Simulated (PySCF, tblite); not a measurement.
# C₄H₇ClSSi: geometry, infrared bands and NMR shifts

Aim: predict the infrared bands and NMR shifts of C₄H₇ClSSi (`[SiH3]CCC(Cl)=C=S`).

The runs use tblite 0.8.0 and PySCF 2.14.0, with density-fitted response routines of our own; the level of theory stands in each step. All values are computed, except where a source is named. Atoms count from 0, in the outputs and in this text.

**1. The starting structure**

14 atoms, charge 0, multiplicity 1; geometry from: force field or distance geometry start.

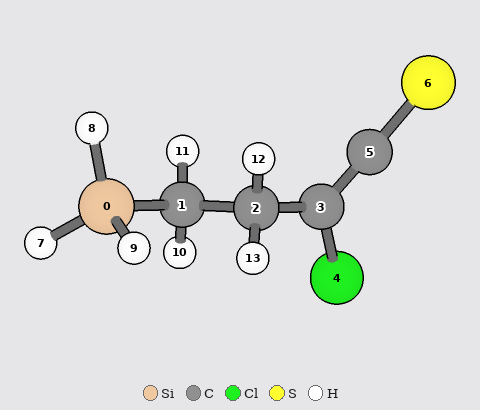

The starting geometry (silicon light orange, carbon grey, chlorine green, sulfur yellow, hydrogen white), atoms numbered.

**2. Relaxing the molecule with GFN2-xTB**

Job settings and geometry (Å):

```
{"job": {"kind": "relax", "xc": "GFN2-xTB", "basis": "xTB"}, "charge": 0, "multiplicity": 1}
Si    -2.240000     0.123600     0.003700
C     -0.556000    -0.158300    -0.731200
C      0.437600    -0.158100     0.449800
C      1.814600    -0.363100     0.025300
Cl     2.305200    -1.846300    -0.793800
C      2.695300     0.570700     0.300600
S      3.775600     1.759300     0.632400
H     -3.241700    -0.552200    -0.824000
H     -2.443600     1.585700     0.052400
H     -2.238800    -0.427400     1.367500
H     -0.475400    -1.122600    -1.258200
H     -0.258100     0.678200    -1.385500
H      0.360600     0.829300     0.966900
H      0.064000    -0.919400     1.172100
```

Started as:

```sh
$ OMP_NUM_THREADS=1 python probes_run.py task.json out
```

This one command runs all jobs of the session in turn.

Log:

```text
step      E/eV     max force
  0    -587.41978    3.327
  1    -587.63812    1.759
  2    -587.67042    1.114
  3    -587.69199    0.384
  4    -587.71442    0.366
  5    -587.72332    0.375
  6    -587.73217    0.276
  7    -587.73911    0.260
  8    -587.74579    0.263
  9    -587.75093    0.219
 10    -587.75578    0.191
 11    -587.76010    0.195
 12    -587.76360    0.158
 13    -587.76590    0.134
 14    -587.76754    0.094
 15    -587.76929    0.109
 16    -587.77136    0.113
 17    -587.77345    0.141
 18    -587.77530    0.111
 19    -587.77701    0.116
 20    -587.77878    0.117
 21    -587.78072    0.114
 22    -587.78264    0.122
 23    -587.78425    0.090
 24    -587.78548    0.083
 25    -587.78649    0.077
 26    -587.78743    0.085
 27    -587.78831    0.086
 28    -587.78919    0.069
 29    -587.79006    0.085
 30    -587.79092    0.082
 31    -587.79177    0.086
 32    -587.79256    0.071
 33    -587.79320    0.065
 34    -587.79366    0.056
 35    -587.79398    0.044
 36    -587.79427    0.047
 37    -587.79460    0.065
 38    -587.79495    0.057
 39    -587.79527    0.049
 40    -587.79553    0.039
 41    -587.79578    0.056
 42    -587.79609    0.076
 43    -587.79648    0.072
 44    -587.79684    0.042
 45    -587.79710    0.037
 46    -587.79733    0.038
 47    -587.79763    0.056
 48    -587.79812    0.074
 49    -587.79879    0.090
 50    -587.79956    0.079
 51    -587.80038    0.071
 52    -587.80140    0.088
 53    -587.80292    0.112
 54    -587.80512    0.141
 55    -587.80781    0.118
 56    -587.80985    0.118
 57    -587.80944    0.238
 58    -587.81217    0.110
 59    -587.81307    0.081
 60    -587.81446    0.062
 61    -587.81718    0.138
 62    -587.81833    0.065
 63    -587.81880    0.051
 64    -587.81893    0.029
 65    -587.81905    0.026
 66    -587.81921    0.033
 67    -587.81934    0.035
 68    -587.81948    0.028
 69    -587.81958    0.023
 70    -587.81965    0.014
 71    -587.81968    0.012
 72    -587.81970    0.012
 73    -587.81972    0.011
 74    -587.81974    0.013
 75    -587.81977    0.023
 76    -587.81980    0.020
 77    -587.81983    0.014
 78    -587.81985    0.009
```

Wall time 0.66 s (1 thread of Arm Neoverse V1, shared host).

Step by step: (not every step is listed)

| step | energy from step 0 (eV) | largest force (eV/Å) |
| --- | --- | --- |
| 0 | 0.0000 | 3.3274 |
| 1 | -0.2183 | 1.7591 |
| 2 | -0.2506 | 1.1136 |
| 3 | -0.2722 | 0.3844 |
| 4 | -0.2946 | 0.3656 |
| 5 | -0.3035 | 0.3751 |
| 6 | -0.3124 | 0.2765 |
| 7 | -0.3193 | 0.2602 |
| 8 | -0.3260 | 0.2634 |
| 14 | -0.3478 | 0.0937 |
| 20 | -0.3590 | 0.1169 |
| 26 | -0.3677 | 0.0845 |
| 32 | -0.3728 | 0.0708 |
| 38 | -0.3752 | 0.0572 |
| 44 | -0.3771 | 0.0424 |
| 50 | -0.3798 | 0.0788 |
| 56 | -0.3901 | 0.1177 |
| 62 | -0.3986 | 0.0653 |
| 68 | -0.3997 | 0.0282 |
| 73 | -0.3999 | 0.0114 |
| 74 | -0.4000 | 0.0131 |
| 75 | -0.4000 | 0.0232 |
| 76 | -0.4000 | 0.0200 |
| 77 | -0.4001 | 0.0142 |
| 78 | -0.4001 | 0.0085 |

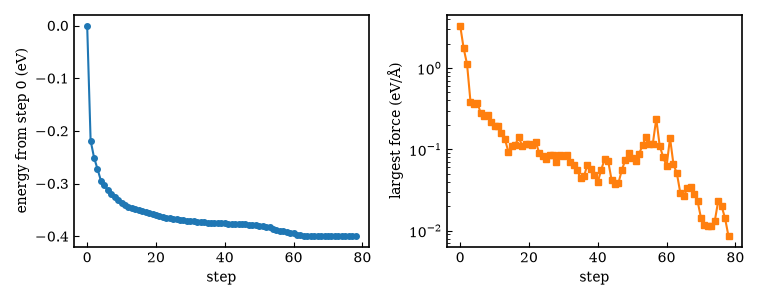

Energy and largest force along the relaxation.

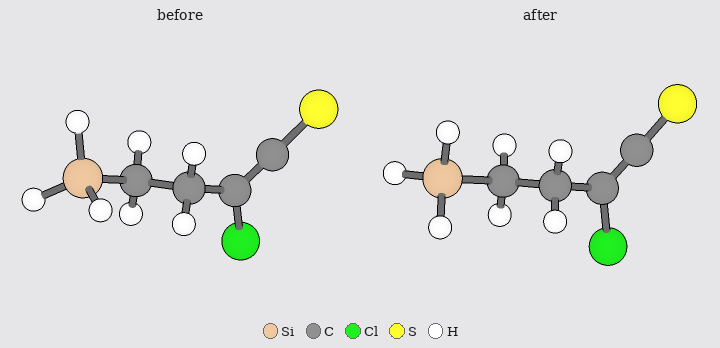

Before and after, at one scale.

Distances of close pairs at the start and the end, largest changes first:

| bond | before (Å) | after (Å) | change (Å) |
| --- | --- | --- | --- |
| C5–S6 | 1.640 | 1.559 | -0.081 |
| C2–C3 | 1.455 | 1.504 | +0.049 |
| Si0–C1 | 1.859 | 1.905 | +0.046 |
| C2–H12 | 1.117 | 1.091 | -0.026 |
| C2–H13 | 1.114 | 1.092 | -0.022 |
| C1–C2 | 1.543 | 1.526 | -0.017 |
| C3–Cl4 | 1.764 | 1.751 | -0.013 |
| Si0–H8 | 1.477 | 1.464 | -0.013 |

The end geometry stands in the next job.

**3. Vibrational analysis with GFN2-xTB**

Job settings and geometry (Å):

```
{"job": {"kind": "ir", "xc": "GFN2-xTB", "basis": "xTB"}, "charge": 0, "multiplicity": 1}
Si    -2.328668     0.093003    -0.059564
C     -0.517700    -0.160617    -0.592388
C      0.453104    -0.082568     0.582807
C      1.871968    -0.301384     0.133687
Cl     2.264290    -1.919542    -0.407285
C      2.785282     0.621964     0.074774
S      3.848085     1.762295     0.049903
H     -3.176210     0.024291    -1.248690
H     -2.452843     1.403896     0.580572
H     -2.701329    -0.956637     0.890279
H     -0.406543    -1.130152    -1.080284
H     -0.238953     0.593080    -1.330967
H      0.392679     0.896996     1.060236
H      0.206158    -0.845098     1.324756
```

Log:

```text
mode    cm-1     km/mol
  1      41.5      0.20
  2      56.8      0.05
  3      92.6      0.27
  4     115.2      0.41
  5     124.5      0.17
  6     212.6      0.11
  7     245.2      0.51
  8     276.7      0.23
  9     404.7      4.78
 10     452.2      2.48
 11     512.4     35.93
 12     534.0     45.75
 13     598.9      5.99
 14     731.4     11.03
 15     762.5     33.37
 16     778.1    173.03
 17     785.5    211.72
 18     791.6    503.04
 19     860.3     35.51
 20     956.3      2.30
 21    1055.0     18.12
 22    1095.5      8.45
 23    1157.3     40.57
 24    1220.8     32.62
 25    1260.4      3.32
 26    1312.5     27.18
 27    1454.8      3.34
 28    1479.9      1.23
 29    1874.3    279.88
 30    2263.5    343.73
 31    2267.6    192.52
 32    2283.1    305.95
 33    2963.1      7.32
 34    2977.4     26.43
 35    2983.7     27.02
 36    2992.2     27.72
```

Run time: 0.58 s. Hardware: 1 thread of Arm Neoverse V1, shared host.

Which atoms move in the most intense modes:

| cm⁻¹ | km/mol | atoms |
| --- | --- | --- |
| 534 | 45.8 | H7 50 %, H8 14 %, H9 12 % |
| 778 | 173.0 | H7 53 %, H8 19 %, H9 15 % |
| 786 | 211.7 | H9 44 %, H8 37 %, H7 15 % |
| 792 | 503.0 | H9 24 %, H8 23 %, Si0 21 %, H7 16 % |
| 1874 | 279.9 | C5 65 %, C3 32 % |
| 2264 | 343.7 | H8 78 %, H9 18 % |
| 2268 | 192.5 | H9 79 %, H8 19 % |
| 2283 | 305.9 | H7 97 % |

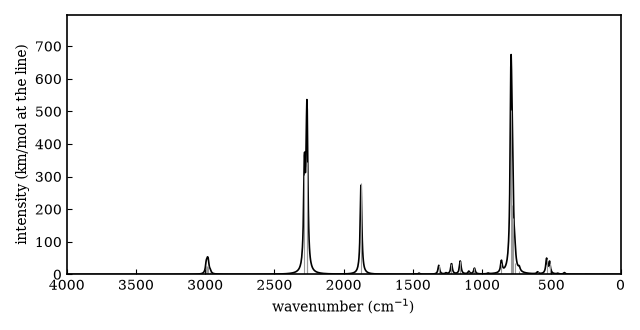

The infrared spectrum from these modes, unscaled. Lines are broadened to a width of 14 cm⁻¹ (Lorentzian).

**4. Shielding tensors: PBE0/pcSseg-1**

The job, as its differences from that of step 3:

```diff
@@ -1,2 +1,2 @@
-{"job": {"kind": "ir", "xc": "GFN2-xTB", "basis": "xTB"}, "charge": 0, "multiplicity": 1}
+{"job": {"kind": "nmr", "xc": "PBE0", "basis": "pcSseg-1"}, "charge": 0, "multiplicity": 1}
 Si    -2.328668     0.093003    -0.059564
```

With the program's defaults for keys left out, this is: GIAO PBE0/pcSseg-1 NMR shielding, non-relativistic, gas phase.

Log:

```text
coarse grid: 13560 points
cycle   1  E = -1303.7214787205  dE =  7.654e-01  |g| = 3.137e-01  |ddm| = 3.730e+00
cycle   2  E = -1303.7087900630  dE =  1.269e-02  |g| = 3.887e-01  |ddm| = 7.246e-01
cycle   3  E = -1303.7449465672  dE = -3.616e-02  |g| = 9.498e-02  |ddm| = 4.500e-01
cycle   4  E = -1303.7466702748  dE = -1.724e-03  |g| = 5.253e-02  |ddm| = 1.451e-01
cycle   5  E = -1303.7474502549  dE = -7.800e-04  |g| = 8.706e-03  |ddm| = 6.456e-02
cycle   6  E = -1303.7474656093  dE = -1.535e-05  |g| = 4.635e-03  |ddm| = 1.683e-02
cycle   7  E = -1303.7474707463  dE = -5.137e-06  |g| = 1.139e-03  |ddm| = 5.927e-03
final grid: 117856 points
cycle   8  E = -1303.7904347948  dE = -2.008e-05  |g| = 9.068e-03  |ddm| = 2.616e-02
cycle   9  E = -1303.7903718512  dE =  6.294e-05  |g| = 1.713e-02  |ddm| = 2.535e-02
cycle  10  E = -1303.7904541567  dE = -8.231e-05  |g| = 2.559e-03  |ddm| = 2.014e-02
cycle  11  E = -1303.7904558832  dE = -1.726e-06  |g| = 3.846e-04  |ddm| = 3.109e-03
cycle  12  E = -1303.7904559184  dE = -3.519e-08  |g| = 4.739e-05  |ddm| = 4.393e-04
cycle  13  E = -1303.7904559188  dE = -4.293e-10  |g| = 2.361e-05  |ddm| = 7.208e-05
converged SCF energy = -1303.7904559188

GIAO shielding tensors (ppm)
atom      isotropic    diamagn.    paramagn.     s11        s22        s33       span
  0 Si     418.681     879.288    -460.607    391.386    399.070    465.586     74.200
  1 C      176.657     252.648     -75.991    160.737    177.557    191.675     30.938
  2 C      152.804     246.155     -93.351    147.389    150.211    160.813     13.424
  3 C       64.398     253.291    -188.893      8.118     64.088    120.988    112.871
  4 Cl     862.573    1145.019    -282.445    628.090    814.136   1145.494    517.404
  5 C     -115.563     262.281    -377.844   -182.331   -132.380    -31.976    150.355
  6 S     -101.392    1056.918   -1158.310   -975.686     58.528    612.981   1588.667
  7 H       27.695      28.155      -0.460     24.176     25.386     33.522      9.347
  8 H       27.891      28.743      -0.851     24.393     26.202     33.079      8.686
  9 H       27.902      28.526      -0.624     24.343     26.372     32.991      8.648
 10 H       30.154      31.050      -0.896     24.062     32.028     34.372     10.310
 11 H       30.991      31.830      -0.839     25.738     30.248     36.988     11.250
 12 H       29.203      31.481      -2.278     23.527     28.869     35.214     11.687
 13 H       29.362      30.236      -0.875     23.569     29.992     34.524     10.956
```

It took 35 s on 1 thread of Arm Neoverse V1, shared host; peak memory 0.8 GiB.

The references, computed at this level on geometries of the same kind, shield at (ppm): ¹H TMS 31.72, ¹³C TMS 186.9, ²⁹Si TMS 349.2, ³³S CS2 504, ³⁵Cl HCl 950. Their shielding less the atom's gives the shift. The references are single molecules in the gas phase. Atoms listed in one row are averaged.

| atoms | environment | σ (ppm) | δ (ppm) | δ scaled to CDCl3 |
| --- | --- | --- | --- | --- |
| C5 | cumulene carbon | -115.6 | 302.5 | 288.9 |
| C3 | fully substituted alkene carbon | 64.4 | 122.5 | 117.7 |
| C2 | allylic sp3 CH2 | 152.8 | 34.1 | 31.4 |
| C1 | sp3 CH2 bonded to Si | 176.7 | 10.3 | 8.1 |
| H7, H8, H9 | hydrogen on a silicon bonded to C | 27.83 | 3.89 | – |
| H12, H13 | hydrogen on an allylic sp3 CH2 | 29.28 | 2.43 | 2.40 |
| H10, H11 | hydrogen on an sp3 CH2 bonded to Si | 30.57 | 1.14 | 1.18 |
| Si0 | silicon bonded to C, 3 H | 418.7 | -69.5 | – |
| Cl4 | chlorine bonded to C | 863 | 87 | – |
| S6 | thione sulfur | -101 | 605 | – |

The scaled column applies a straight-line fit of computed shieldings to shifts measured in CDCl3, with any fitted terms for Cl, Br or S neighbours (root-mean-square error 0.16 ppm for H, 1.9 ppm for C).

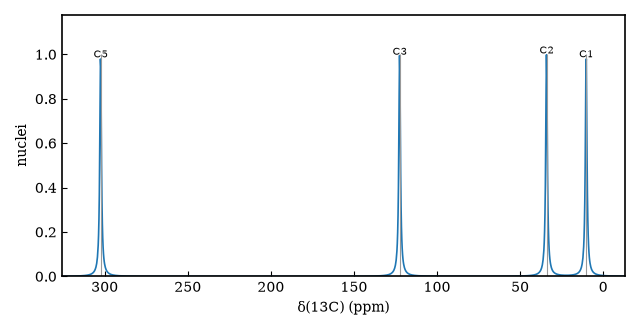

¹³C lines at the computed shifts, without couplings. Lines are broadened to a width of 1 ppm (Lorentzian).

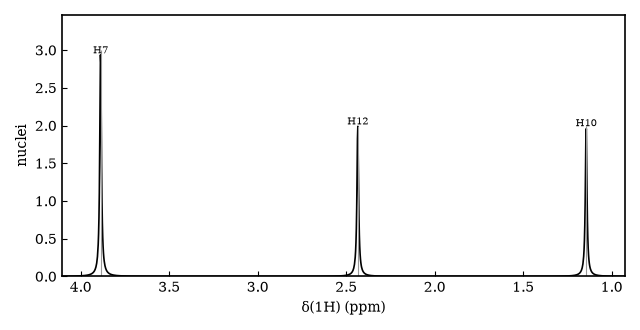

¹H lines at the computed shifts, without couplings. Lines are broadened to a width of 0.01 ppm (Lorentzian).

The run also stored atomic charges by several schemes (e):

| atoms | Mulliken | IAO | Hirshfeld | ESP fit |
| --- | --- | --- | --- | --- |
| Si0 | 0.50 | 0.60 | 0.32 | 0.32 |
| C1 | -0.53 | -0.53 | -0.16 | -0.16 |
| C2 | -0.13 | -0.24 | -0.07 | -0.02 |
| C3 | -0.38 | -0.10 | -0.01 | -0.20 |
| Cl4 | -0.04 | -0.02 | -0.01 | 0.00 |
| C5 | 0.15 | -0.10 | 0.00 | 0.00 |
| S6 | 0.06 | 0.13 | -0.01 | 0.01 |

Mulliken charges:

Si0 0.50; C1 -0.53; C2 -0.13; C3 -0.38; Cl4 -0.04; C5 0.15; S6 0.06; H7 -0.08; H8 -0.08; H9 -0.08; H10 0.16; H11 0.15; H12 0.14; H13 0.15

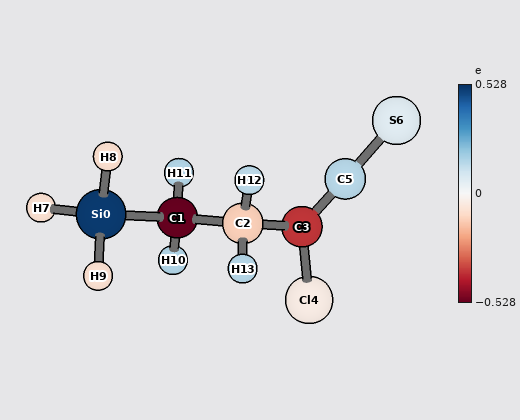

Mulliken charges, as colours on the atoms.

Mayer bond orders: Si0–C1 0.91, C1–C2 1.02, C2–C3 1.04, C3–Cl4 1.14, C3–C5 1.57, C5–S6 1.96.

The fields below are evaluated on a grid from the run's orbitals.

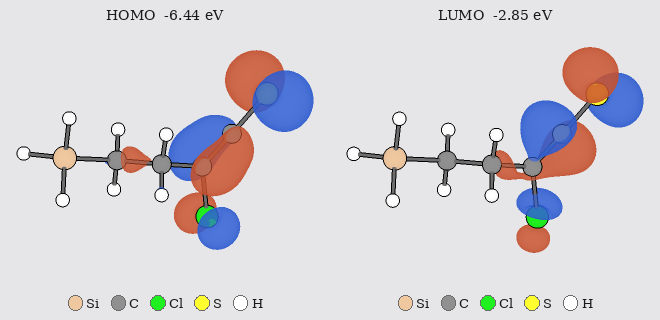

PBE0/pcSseg-1 orbitals near the gap, drawn at the value that encloses 70 % of each; the two colours are the two signs.

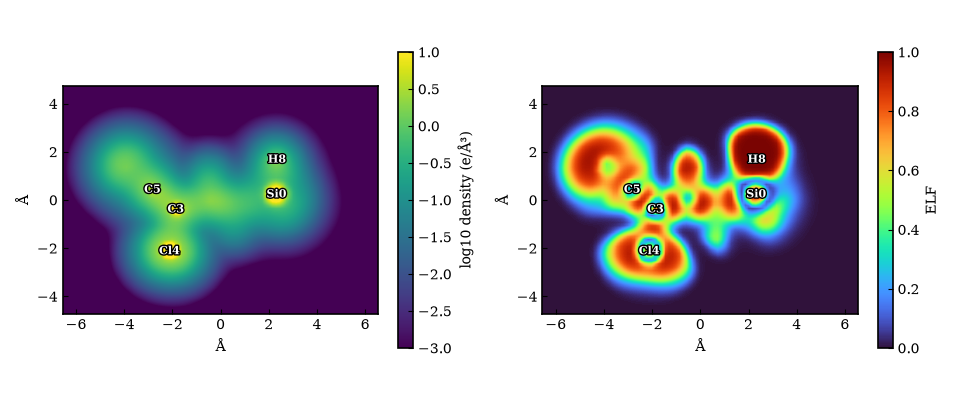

Density (left) and ELF (right) in a plane through or near 5 of the atoms.

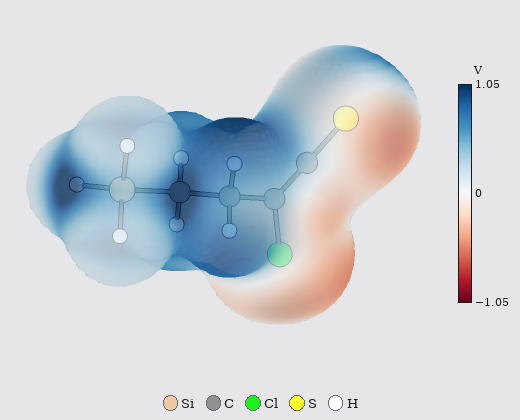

Electrostatic potential on the surface of density 0.002 e/bohr³; red is low, blue high. It runs from -0.48 V near S6 to 1.05 V near H9.

**5. What came out**

| quantity | value |
| --- | --- |
| strongest single infrared mode (GFN2-xTB) | 792 cm⁻¹, 503 km/mol |
| zero-point energy (GFN2-xTB) | 57.1 kcal/mol |
| ¹³C shifts against TMS (PBE0/pcSseg-1) | 302.5, 122.5, 34.1, 10.3 ppm |
| ¹H shifts against TMS (PBE0/pcSseg-1, means over atoms taken as alike) | 3.89, 2.43, 1.14 ppm |
| ²⁹Si shifts against TMS (PBE0/pcSseg-1) | -69.5 ppm |
| ³⁵Cl shifts against HCl (PBE0/pcSseg-1) | 87 ppm |
| ³³S shifts against CS2 (PBE0/pcSseg-1) | 605 ppm |
| surface potential, least and greatest | -0.48 V and 1.05 V |

In words: Over 78 steps the energy fell by 0.400 eV; of the close pairs, C5–S6 changed most, 1.640 to 1.559 Å. No mode is imaginary among the 36: a minimum at this level. The strongest single mode, at 792 cm⁻¹, is spread over several atoms, H9, H8, Si0, H7 among them. GFN2-xTB is a fitted tight-binding method: band positions and strengths are rough. Its intensities can rank the bands wrongly. At PBE0/pcSseg-1: The largest span, 1589 ppm, is at S6, where the paramagnetic term is -1158 ppm. At PBE0/pcSseg-1, counted by nearest atom on the grid, the HOMO lies on S6 43 %; C3 26 %, the LUMO on C5 41 %; S6 39 %.
